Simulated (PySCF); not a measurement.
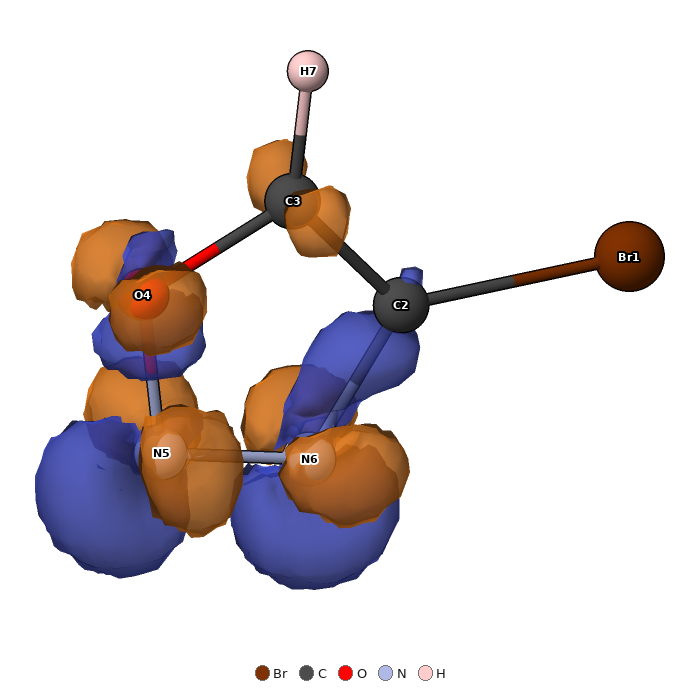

Figure 1: C₂HBrN₂O, SMILES `Brc1conn1`. Unrelaxed difference density of T₂ less the ground state (full linear response triplet states), ±0.08 e/Å³; orange: gain, blue: loss.

PySCF calculation, ωB97X/def2-SVPD, gas phase; geometry: GFN2-xTB. No frequency check shows the geometry to be a minimum. GFN2-xTB bond lengths at metals and heavier atoms can be off by up to 0.1 Å and shapes distorted, which carries into these values.

### How does the charge move on excitation?

0.63 e is displaced in all, of which about 0.1 e passes between atoms: N6 (0.09 e) loses electrons and C3 (0.08 e) and O4 (0.04 e) gain them. The state: 4.69 eV (264 nm), spin-forbidden from the singlet ground state, n → π*; the leading pair carries 99 %; hole on N5 (40 %), N6 (38 %) and O4 (10 %), electron on N5 (37 %), N6 (29 %) and O4 (15 %); their centroids lie 0.5 Å apart.
